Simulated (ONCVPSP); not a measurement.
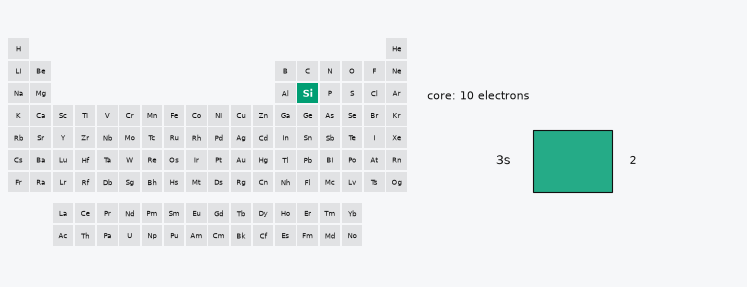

*Left, the place of silicon in the periodic table; right, the valence shells of the reference configuration: a box for each of the 2l + 1 orbitals, shaded by the share of the shell that is filled, with the electron count at the right.*

## Pseudopotential generation, with input and output: Si

Silicon (Si, Z = 14), core [Ne], reference valence 3s2 (an ion of charge +2), valence charge 4. Computed at this level: ONCV potential, PBE, scalar-relativistic, made with ONCVPSP 4.0.1.

**Key numbers**

- outcome: generated, with a ghost state
- cutoffs needed: 13 Ha and 61 Ha (the cutoffs at which the residual kinetic energy of the hardest occupied pseudo-wave falls to 1 and 0.1 mHa per electron); the channels without a valence shell are harder: d needs 21 Ha for 1 mHa
- ghost test: GHOST(-) flagged for s at -136.1 eV; no localised positive-energy state flagged
- largest excitation error: +373 meV (all-electron minus pseudo) for 3s1 3p3, out of 4 test configurations
- rms error of d²Exc/dni dnj: 5.56 mHa without and 0.72 mHa with the model core
- range over which the phases arctan(r R′/R) at the test radius agree within 0.05 rad (a looser test near the poles than one of phase shifts): s: over the whole range computed; p: between about -0.9 and 2.2 Ha; d: up to about 4.8 Ha; f: not judged, local potential alone
- hardware: 1 CPU thread, shared host
- wall time: 1.9 s

**Notes**

The potential has a bound ghost state, so it can't be used as it stands. An excitation error of 373 meV in its own tests makes this a poorly transferable potential. Warnings of the program, in the generation or the tests: wellstate: moderately localized bound state found for n= 3 l= 1; wellstate: negative energy specified for n= 4 l= 0.

**Input file**
```
# ATOM AND REFERENCE CONFIGURATION
# atsym  z   nc   nv     iexc    psfile
  Si 14.00    3    1        4      upf
#
#   n    l    f
    1    0    2.00
    2    0    2.00
    2    1    6.00
    3    0    2.00
#
# PSEUDOPOTENTIAL AND OPTIMIZATION
# lmax
    2
#
#   l,   rc,      ep,       ncon, nbas, qcut
    0    1.55    0.00    5    8    4.70
    1    1.45    0.02    3    7    5.20
    2    1.40    0.27    4    8    7.20
#
# LOCAL POTENTIAL
# lloc, lpopt,  rc(5),   dvloc0
    4    5    1.05    3.00
#
# VANDERBILT-KLEINMAN-BYLANDER PROJECTORs
# l, nproj, debl
    0    2    0.50
    1    1    2.40
    2    1    2.10
#
# MODEL CORE CHARGE
# icmod, fcfact, rcfact
    3    4.25    1.40
#
# LOG DERIVATIVE ANALYSIS
# epsh1, epsh2, depsh
   -3.00    5.00    0.02
#
# OUTPUT GRID
# rlmax, drl
    6.00    0.01
#
# TEST CONFIGURATIONS
# ncnf
    4
# nvcnf
#   n    l    f
    2
    3    0    2.00
    3    1    2.00
#
    2
    3    0    2.00
    3    1    1.00
#
    1
    3    0    1.00
#
    2
    3    0    1.00
    3    1    3.00
#
```

Run as:
```bash
oncvpsp.x < Si.dat > Si.out
```

**Output (extracts)**
```
ONCVPSP  (Optimized Norm-Conservinng Vanderbilt PSeudopotential)
scalar-relativistic version 4.0.1

#   n    l    f        energy (Ha)
    1    0    2.00    -6.6436991E+01
    2    0    2.00    -5.9094299E+00
    2    1    6.00    -4.2963563E+00
    3    0    2.00    -1.0486860E+00

Reference configufation results
  iterations    25
  all-electron total energy (Ha)   -2.88964655D+02

Begin loop to  construct optimized pseudo wave functions
and semi-local pseudopoentials for all angular momenta

WARNING wellstate: negative energy specified for n= 4 l=  0
WARNING scattering state with energy  0.25000000
WARNING will be used for the first projector

   Wellstate for l =  0  n =  5
     eigenvalue =   0.2500
     asymptotic potential =   0.7500
     half-point radius =  6.0185

Calculating optimized projector #   1

 for l=   0

    Fraction of norm inside rc  0.302577
    Optimizing pswf for qcut=   4.70 a_B^-1,  ecut=  11.05 Ha
    Residual kinetic energy error=  1.04D-03 Ha

    Energy error per electron        Cutoff
         Ha          eV             Ha
         0.01000     0.27211        5.42
         0.00100     0.02721       12.59
         0.00010     0.00272       60.89
         0.00001     0.00027       71.76

Calculating optimized projector #   2

 for l=   0

    Fraction of norm inside rc  0.064284
    Optimizing pswf for qcut=   4.70 a_B^-1,  ecut=  11.05 Ha
    Residual kinetic energy error=  1.51D-03 Ha

    Energy error per electron        Cutoff
         Ha          eV             Ha
         0.01000     0.27211        7.10
         0.00100     0.02721       12.14
         0.00010     0.00272       46.23
         0.00001     0.00027       88.45

WARNING wellstate: moderately localized bound state found for n= 3 l=  1
WARNING scattering state with energy  0.05000000
WARNING will be used for the first projector

   Wellstate for l =  1  n =  4
     eigenvalue =   0.0500
     asymptotic potential =   0.5500
     half-point radius =  3.8283

Calculating optimized projector #   1

 for l=   1

    Fraction of norm inside rc  0.091078
    Optimizing pswf for qcut=   5.20 a_B^-1,  ecut=  13.50 Ha
    Residual kinetic energy error=  2.08D-05 Ha

    Energy error per electron        Cutoff
         Ha          eV             Ha
         0.01000     0.27211        2.99
         0.00100     0.02721        6.92
         0.00010     0.00272       11.03
         0.00001     0.00027       29.80

   Wellstate for l =  2  n =  4
     eigenvalue =   0.2700
     asymptotic potential =   0.7700
     half-point radius =  4.3471

Calculating optimized projector #   1

 for l=   2

    Fraction of norm inside rc  0.105707
    Optimizing pswf for qcut=   7.20 a_B^-1,  ecut=  25.91 Ha
    Residual kinetic energy error=  1.68D-04 Ha

    Energy error per electron        Cutoff
         Ha          eV             Ha
         0.01000     0.27211       13.37
         0.00100     0.02721       20.84
         0.00010     0.00272       28.89
         0.00001     0.00027      106.99

Construct Vanderbilt / Kleinmman-Bylander projectors

B matrix Hermiticity error, ll=   0
   1   2   -4.1573E-05

  Orthonormal projector coefficients -1.1091E+01  3.2538E+00

Model core correction analysis
  based on d2Exc/dn_idn_j

d2excae - all-electron derivatives

   -5.744487D-02

d2excps - pseudofunction derivatives with no core correction

   -6.300119D-02

rms 2nd derivative error    5.556320E-03

rmatch, rhocmatch    1.2272    0.5479

Teter function model core charge with specified parameters

d2excps - pseudofunction derivatives with core correction

   -5.672535D-02

rms 2nd derivative error    7.195270E-04

Pseudoatom total energy   -2.899446

Diagnostic tests using Vanderbilt-Kleinman-Bylander pseudopotentials
  1 or more projectors used as specified by nproj input data

   l    rcore       rmatch      e in        delta e   norm test  slope test

   0   1.5589620   1.6062955  -1.0486860  -0.0000020   1.0000396   1.0000055
run_diag: lschvkbbe ERROR   2   1   0  60  2.50000000E-01  1.75000000E-01
   0   1.5589620   1.6062955   0.2500000  -0.0750000   0.0582266   0.0643056

   1   1.4509745   1.4950292   0.0500000  -0.0001009   0.9999983   0.9999983

   2   1.4082179   1.4509745   0.2700000   0.0000202   1.0000046   1.0000046

 Testing for bound ghosts
   n   l    E NL Schr. Eq   E Basis Diag.   E Cutoff

       0                       -5.002299    107.06  WARNING - GHOST(-)
   1   0       -1.048688       -1.042331    107.06

   2   1       -0.758781       -0.727727     72.71

   3   2       -0.393076       -0.281889    129.41

 Testing for highly-localized positive-energy ghosts
       l    <radius>/rc     E Basis Diag.   E Cutoff

Test configuration 0

   n   l     f        eae           eps        diff
   1   0  2.0000  -66.43699071
   2   0  2.0000   -5.90942986
   2   1  6.0000   -4.29635628
   3   0  2.0000   -1.04868596   -1.04868793   -1.97D-06

    Total energies and differences
      AE_ref= -2.88964655D+02  AE_tst= -2.88964655D+02  dif=  0.00D+00
      PS_ref= -2.89944571D+00  PS_tst= -2.89944571D+00  dif=  9.33D-15
      PSP excitation error= -9.33D-15

Test configuration 1

   n   l     f        eae           eps        diff
   1   0  2.0000  -65.63199305
   2   0  2.0000   -5.12654738
   2   1  6.0000   -3.51173570
   3   0  2.0000   -0.39736459   -0.39536424    2.00D-03
   3   1  2.0000   -0.14998149   -0.15280422   -2.82D-03

    Total energies and differences
      AE_ref= -2.88964655D+02  AE_tst= -2.89836820D+02  dif= -8.72D-01
      PS_ref= -2.89944571D+00  PS_tst= -3.78066524D+00  dif= -8.81D-01
      PSP excitation error=  9.05D-03

Test configuration 2

   n   l     f        eae           eps        diff
   1   0  2.0000  -65.98789348
   2   0  2.0000   -5.47570426
   2   1  6.0000   -3.86146401
   3   0  2.0000   -0.69950321   -0.69905122    4.52D-04
   3   1  1.0000   -0.42834919   -0.43309029   -4.74D-03

    Total energies and differences
      AE_ref= -2.88964655D+02  AE_tst= -2.89552380D+02  dif= -5.88D-01
      PS_ref= -2.89944571D+00  PS_tst= -3.49232737D+00  dif= -5.93D-01
      PSP excitation error=  5.16D-03

Test configuration 3

   n   l     f        eae           eps        diff
   1   0  2.0000  -67.01663042
   2   0  2.0000   -6.46352154
   2   1  6.0000   -4.85157200
   3   0  1.0000   -1.45115744   -1.45033812    8.19D-04

    Total energies and differences
      AE_ref= -2.88964655D+02  AE_tst= -2.87716225D+02  dif=  1.25D+00
      PS_ref= -2.89944571D+00  PS_tst= -1.65097804D+00  dif=  1.25D+00
      PSP excitation error= -3.80D-05

Test configuration 4

   n   l     f        eae           eps        diff
   1   0  2.0000  -65.69471830
   2   0  2.0000   -5.18736989
   2   1  6.0000   -3.57216206
   3   0  1.0000   -0.42488424   -0.42287721    2.01D-03
   3   1  3.0000   -0.17157127   -0.17410387   -2.53D-03

    Total energies and differences
      AE_ref= -2.88964655D+02  AE_tst= -2.89586398D+02  dif= -6.22D-01
      PS_ref= -2.89944571D+00  PS_tst= -3.53492535D+00  dif= -6.35D-01
      PSP excitation error=  1.37D-02
```

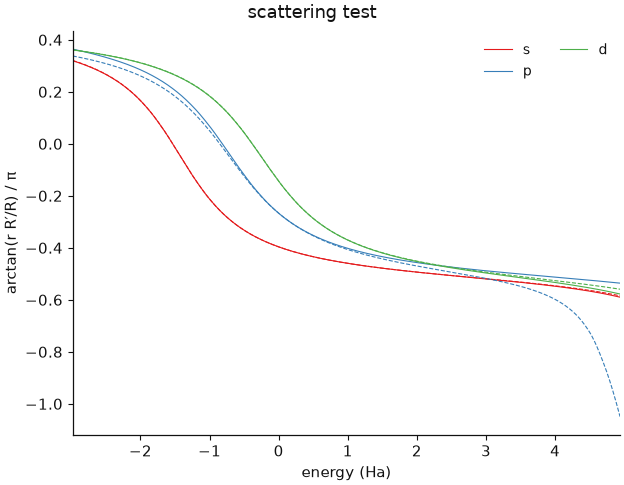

*Unwrapped phase arctan(r R′/R) in units of π against energy, all-electron (solid) and pseudo (dashed); the pseudo phase is matched to the all-electron one at the reference energy. Here R(r) is the radial function. Not drawn: f: not judged.*

- Poles, where the radial function vanishes at the test radius: s: all-electron at 2.2 Ha, pseudo at 2.2 Ha; p: all-electron at 3.5 Ha, pseudo at 2.6 Ha; d: all-electron at 3.1 Ha, pseudo at 3.2 Ha.
- Range over which the phases agree within 0.05 rad: s: over the whole range drawn; p: between about -0.9 and 2.2 Ha; d: up to about 4.8 Ha.
- Ghost states: Going away from the reference energies, the phases part by more than π/2 in: p at about 4.9 Ha (above its reference energy, pseudo phase lower). Such a step is either a state that only one of the two atoms has or an ordinary level shifted in energy. The separate test gives: GHOST(-) flagged for s at -136.1 eV; no localised positive-energy state flagged. The bound ghosts lie below the range of the plot.

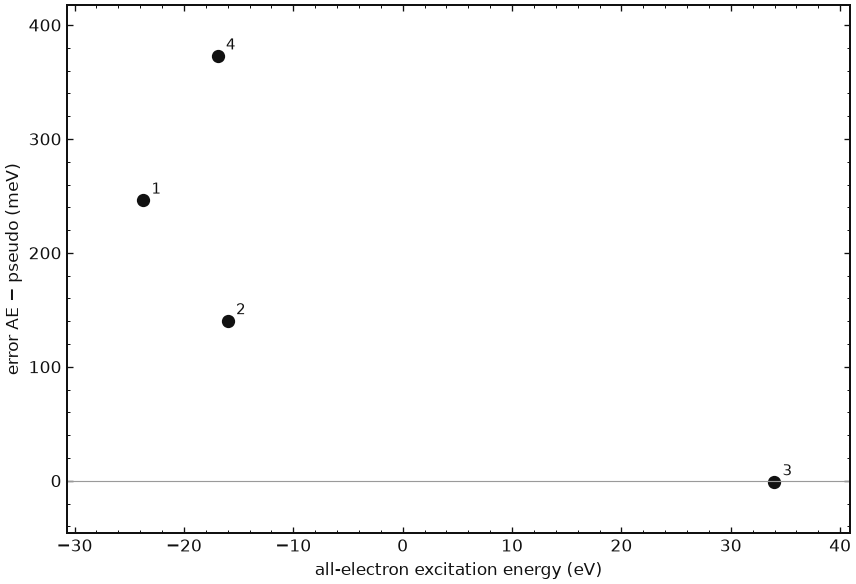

*Errors, all-electron minus pseudo, of the energies of valence configurations relative to the unpolarised reference 3s2. Points: 1 = 3s2 3p2; 2 = 3s2 3p1; 3 = 3s1; 4 = 3s1 3p3.*

- Worst configuration: 3s1 3p3 (neutral): the error is +373 meV on an all-electron energy of -16.92 eV relative to the reference, or 2.2 %.
- Errors in meV: 3s2 3p2: +246; 3s2 3p1: +140; 3s1: -1.0; 3s1 3p3: +373.
- Configurations within 10 meV and within 50 meV: 1 and 1 of 4. The potential isn't sound: its ghost test gives GHOST(-) flagged for s at -136.1 eV; no localised positive-energy state flagged.

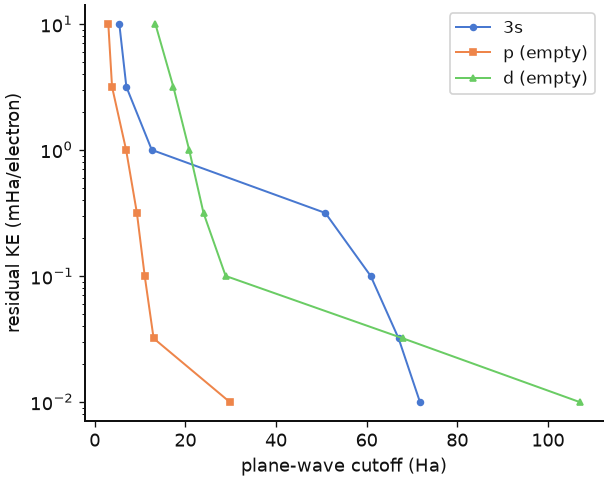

*Residual kinetic energy of the pseudo-waves (the first of each channel, and further valence shells) beyond the plane-wave cutoff, as the generator prints it.*

- Cutoffs for the occupied states: 13 Ha for 1 mHa and 61 Ha for 0.1 mHa per electron. The first is set by 3s.
- Cutoffs for 1 mHa per electron: d (empty): 21 Ha; 3s: 13 Ha; p (empty): 6.9 Ha.
- Hardest wave at 1 mHa per electron: d (empty), with rc = 1.40 bohr and qcut = 7.2 1/bohr. The optimisation minimises, but can't always remove, the kinetic energy above qcut²/2 = 25.9 Ha, and a larger rc would as a rule soften the wave at some cost in transferability.

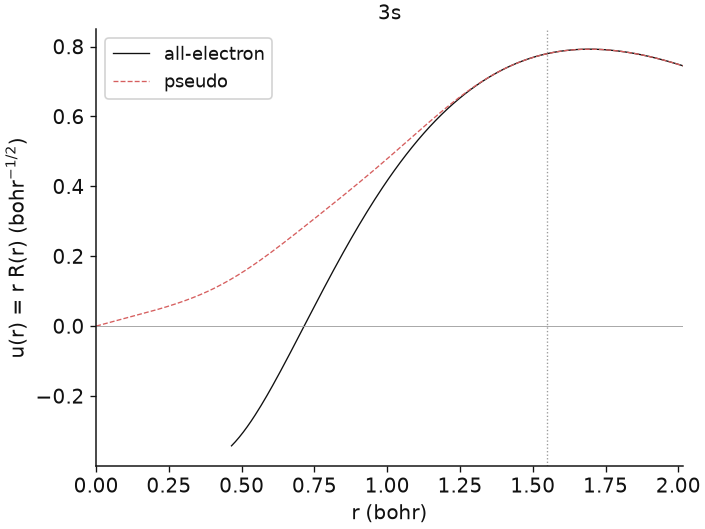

*Partial waves u(r) = r R(r), all-electron (solid) and pseudo (dashed). Dotted lines mark the matching radii. The innermost oscillations of some all-electron curves aren't drawn.*

Pseudo-waves: 3s has no node.
